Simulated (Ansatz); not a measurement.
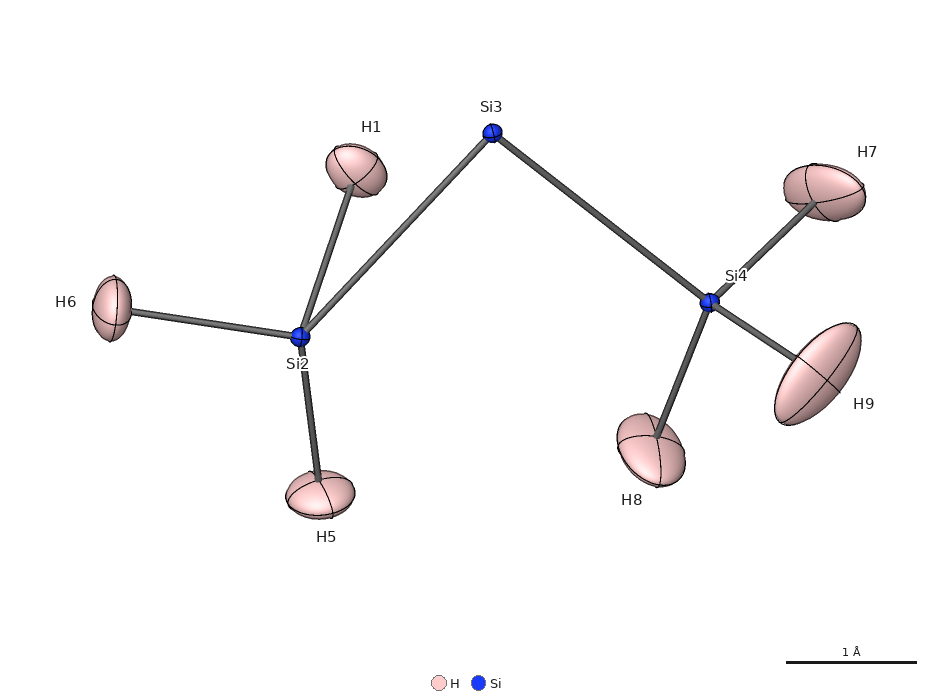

Displacement ellipsoids at the 50 % level, from the internal vibrations of the free molecule (harmonic, no overall translation or rotation; no half-axis is drawn under 0.075 Å). Vibrations computed with RKS PBE0-D4/def2-TZVP (Ansatz 0.2.0). Temperature: 100 K.

### Which atom has the largest mean-square displacement?

H9, with U_eq = 0.0436 Å².

### Does H9 move more along its bond or across it?

Across it: the root-mean-square amplitude is 0.088 Å along the bond and up to 0.306 Å across, since bending and torsion are softer than stretching.

List U_eq and the three principal root-mean-square amplitudes for each kind of atom.

| atom | U_eq (Å²) | rms amplitudes (Å) |
| --- | --- | --- |
| H1 | 0.0194 | 0.102, 0.138, 0.169 |
| Si2 | 0.00097 | 0.018, 0.022, 0.046 |
| Si3 | 0.00084 | 0.019, 0.026, 0.038 |
| Si4 | 0.00087 | 0.012, 0.023, 0.044 |
| H5 | 0.0237 | 0.089, 0.172, 0.184 |
| H6 | 0.0236 | 0.096, 0.161, 0.188 |
| H7 | 0.0393 | 0.092, 0.164, 0.287 |
| H8 | 0.0382 | 0.089, 0.173, 0.277 |
| H9 | 0.0436 | 0.088, 0.172, 0.306 |
